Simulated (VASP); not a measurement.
Band structure of SnPbS2 (space group R-3m). Method: LDA (Ceperley-Alder, Perdew-Zunger), VASP's LDA PAW potentials (set 64) (plane waves; VASP).

Unless said otherwise, spin-orbit coupling is left out, though it shifts the bands of the heavy elements here.

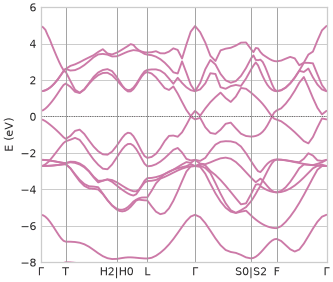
Bands along high-symmetry lines, zero at the valence-band maximum or, without a gap, the Fermi level

Q: Read the plot: is there a gap, and where are the band edges?

A: It has no gap at this level: it comes out as a metal or semimetal. (Edges off the drawn lines would not show.)

The structure comes from a computed database's SnPbS2 entry (R-3m); how it stands against other phases isn't given here. It was relaxed first, which changed the volume by -8 %.
